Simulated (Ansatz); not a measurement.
**AlClH$_{4}$N$_{2}$: density, localisation and related maps**

```xyz
8

Al   -0.0022    0.0238   -0.1165
Cl   -0.0129    0.1392    2.0706
N     1.5800    0.1004   -0.9235
H     1.7220    0.0537   -1.9213
H     2.4506    0.1957   -0.4218
N    -1.5768   -0.1371   -0.9265
H    -2.4521   -0.1802   -0.4259
H    -1.7087   -0.1955   -1.9250
```

Method: RKS PBE0-D4/6-31G in Ansatz.

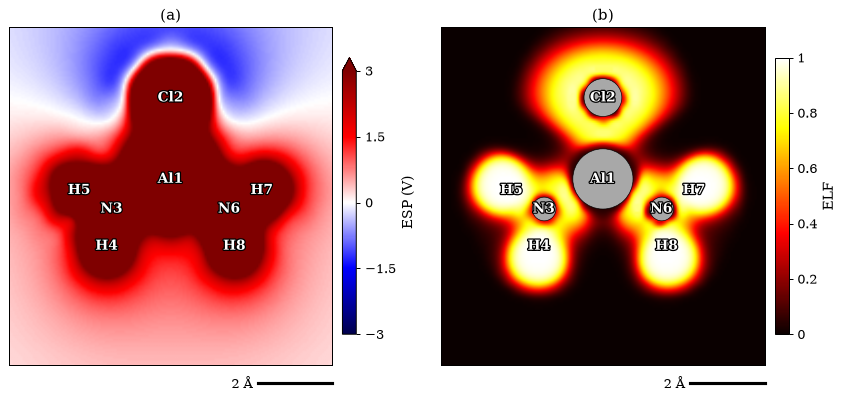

Figure 1. (a) molecular electrostatic potential; (b) electron localisation function on the molecular plane. Grey discs cover the atomic cores in the ELF map.

### What do the fields say about this system?

- The plane passes through Al, Cl, N and H nuclei.
- Al–N (1.78 Å): the ELF peaks at about 0.90 in the valence shell of N, 0.6 Å from its nucleus, and is about 0.45 at the midpoint.
- Al–Cl (2.19 Å): the ELF peaks at about 0.85 in the valence shell of Cl, 1.0 Å from its nucleus, and is about 0.80 at the midpoint.
- N–H (1.01 Å): the ELF climbs to about 1 towards the hydrogen, as it does in any bond to H (an ordinary covalent bond to hydrogen).
- The ELF also peaks beside Cl2, away from the bonds: lone-pair regions.
- Outside the dense part of the molecule the potential is most negative (−1.2 V) near Cl2.

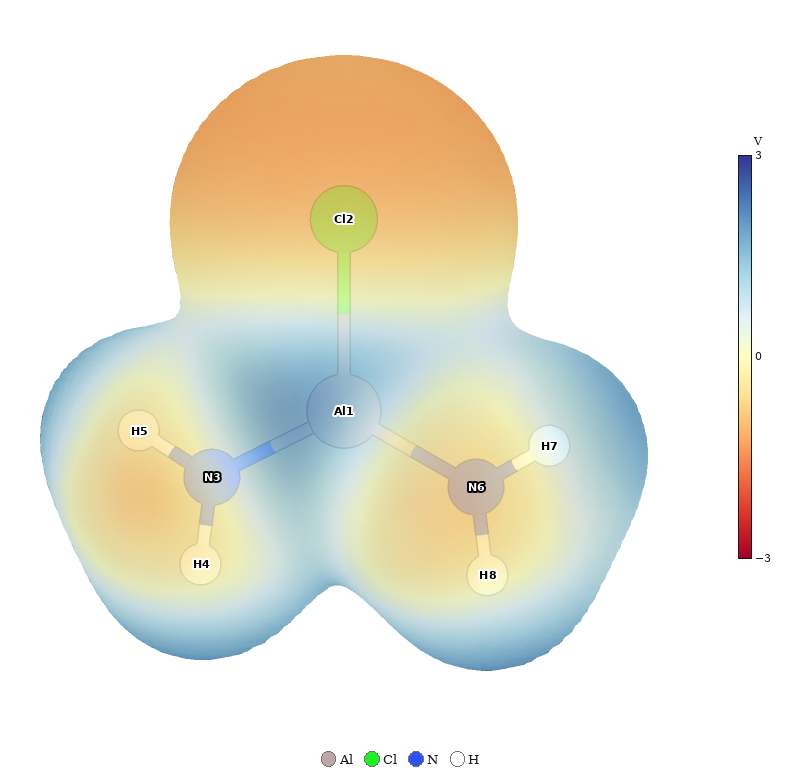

Figure 2. The molecular electrostatic potential painted on the density surface at 0.002 e/bohr³, seen at a tilt; red is negative and blue positive.

### Describe the electrostatic potential map.

The most negative region (about −1.2 V) lies over Cl2, the most positive (about +2.0 V) over Al1, H4 and H8.

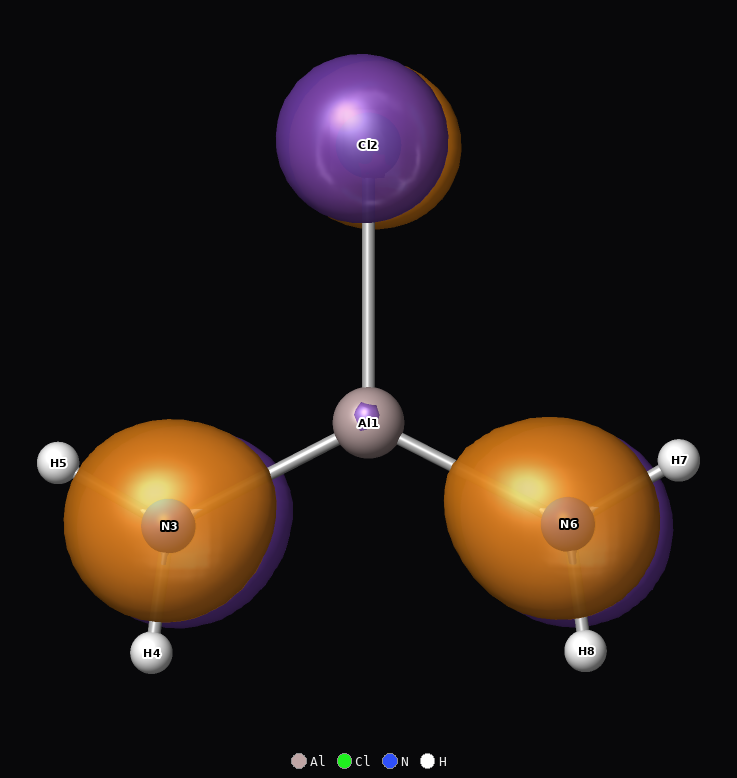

Figure 3. The HOMO−1 at ±0.15 Å⁻³ᐟ² (orange and purple are the two phases), seen across its widest extent.

### Where does this orbital lie, and at what energy?

By Hirshfeld shares it lies mainly on N3 (about 30 %), N6 (about 30 %), Cl2 (about 15 %) and Al1 (about 15 %); it changes sign across the molecular plane (π type); π-bonding across Al1–N3 and Al1–N6; π-antibonding (a node) across Al1–Cl2. Its energy is −7.78 eV.

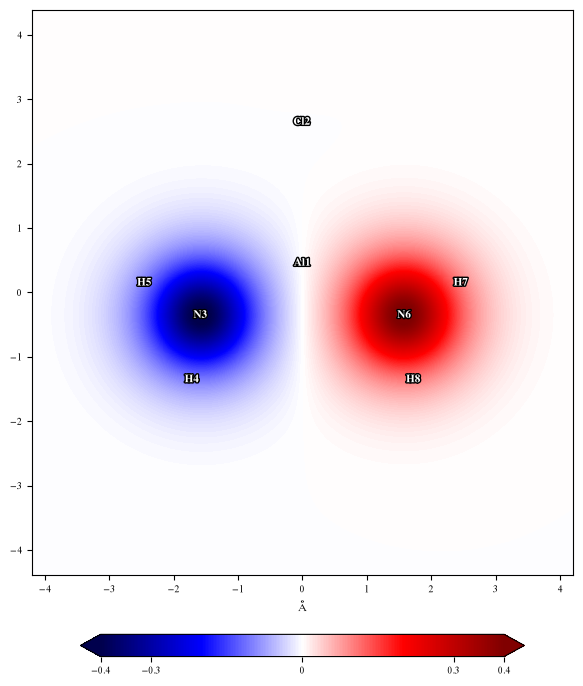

Figure 4. The HOMO on a plane 0.8 Å above the molecular plane (values in Å⁻³ᐟ²; the overall sign is arbitrary).

### Describe this orbital and give its energy.

By Hirshfeld shares it lies mainly on N3 (about 40 %) and N6 (about 40 %); it changes sign across the molecular plane (π type). Its energy is −7.12 eV.
